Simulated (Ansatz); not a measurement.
# Profile along the Zn–Zn line in Zn (hcp, Mg type)

Zn (hcp, Mg type)

```cif
data_Zn2
_chemical_formula_sum 'Zn2'
_space_group_name_H-M_alt 'P63/mmc'
_space_group_IT_number 194
_space_group_name_Hall '-P 6c 2c'
_cell_length_a 2.62220
_cell_length_b 2.62220
_cell_length_c 5.19319
_cell_angle_alpha 90.000
_cell_angle_beta 90.000
_cell_angle_gamma 120.000
loop_
_atom_site_label
_atom_site_type_symbol
_atom_site_symmetry_multiplicity
_atom_site_Wyckoff_symbol
_atom_site_fract_x
_atom_site_fract_y
_atom_site_fract_z
_atom_site_occupancy
Zn1 Zn 2 d 0.66667 0.33333 0.25000 1
```

Fields along a shortest Zn–Zn line of a (-1 1 0 2) plane (2.62 Å), from Zn to Zn, interpolated on the slice's grid (step about 0.2 Å). Computed with PBE (plane waves to 420 eV, PAW, scalar-relativistic; Ansatz, a first-principles code). k mesh 20×20×9. Inside the PAW spheres the values are not all-electron values, and peaks at nuclei hang on which shells count as valence. The PAW data are Ansatz's earlier set. Zn was relaxed with its symmetry unable to fall.

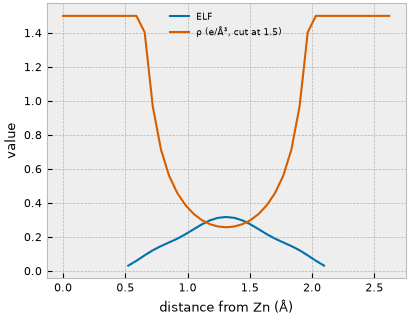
Figure: ELF (away from the nuclei) and valence density from Zn to Zn.

Density on the Zn–Zn line (2.62 Å) at its midpoint: 0.26 e/Å³. ELF at that point: 0.3.
